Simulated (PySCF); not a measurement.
**C3H9NOSi2: density, localisation and related maps**

Input file:

```
{"job": {"kind": "nmr", "xc": "PBE0", "basis": "pcSseg-1", "pop": false}, "charge": 0, "multiplicity": 1}
O      2.657739    -0.774170     0.278153
C      1.652795    -0.814543    -0.710143
C      1.311103     0.388810    -1.533479
C      0.437210     0.041541    -0.623919
N     -0.729898     0.267619     0.066947
Si    -2.087058    -0.704957    -0.443602
Si    -0.521564     1.093790     1.590158
H      2.708321     0.118480     0.637143
H      1.637638    -1.819526    -1.116467
H      1.630922     1.052847    -2.300303
H     -2.145772    -0.579966    -1.900233
H     -3.238687    -0.115112     0.228661
H     -1.908205    -2.109646    -0.062251
H     -1.863030     1.506287     1.980225
H      0.367391     2.224940     1.309667
H      0.091096     0.223606     2.599443
```

Launched as:

```sh
OMP_NUM_THREADS=1 python ens_run.py task.json out
```

Geometry: GFN2-xTB.

All numbers below come from PBE0/pcSseg-1, SCF density, gas phase, non-relativistic (PySCF 2.14.0).

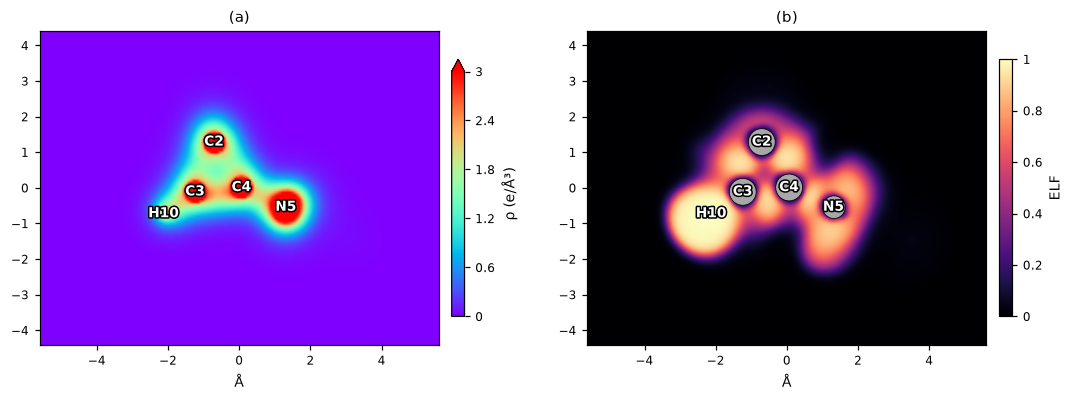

Figure 1. (a) electron density; (b) ELF on the plane of atoms C2, C4 and C3. Grey discs cover the atomic cores in the ELF map.

Question: What does the map show?

Answer:
- The section cuts through C, N and H sites.
- C–C (1.31 Å): the density is about 2.2 e/Å³ at the midpoint; the ELF peaks at about 0.85 between the atoms (a multiple bond).
- C–N (1.37 Å): ρ is about 2.2 e/Å³ halfway; the ELF peaks at about 0.90 between the atoms (a covalent bond).
- C–C (1.49 Å): the density is about 1.6 e/Å³ at the midpoint; the ELF peaks at about 0.80 between the atoms: localised, covalent bonding.
- C–H (1.06 Å): the density is about 2.1 e/Å³ at the midpoint; the ELF climbs to about 1 towards the hydrogen, as it does in any bond to H: a covalent bond by its length.
- The ELF also peaks beside N5, away from the bonds: lone-pair regions.

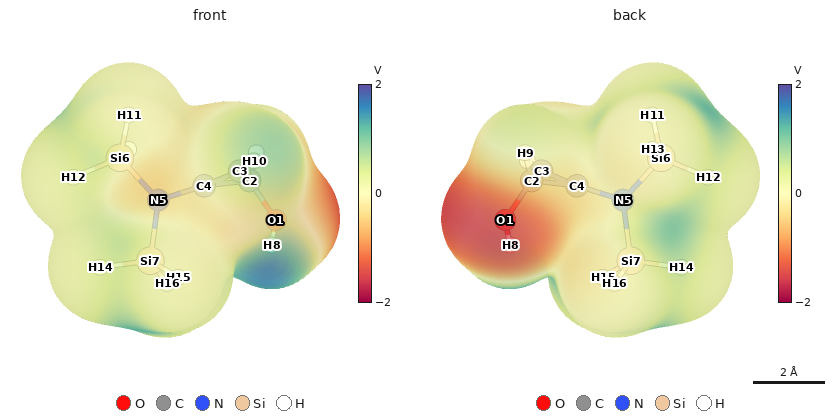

Figure 2. The molecular electrostatic potential painted on the density surface at 0.001 e/bohr³, seen from the front and from behind; the colour scale runs from red (negative) to blue (positive).

Question: Where is the surface potential most negative and most positive?

Answer: The most negative region (about −1.6 V, or −37 kcal/mol for a unit charge) lies over O1, the most positive (about +1.6 V, or +37 kcal/mol for a unit charge) over H8. O1 is the likeliest acceptor of a hydrogen bond.
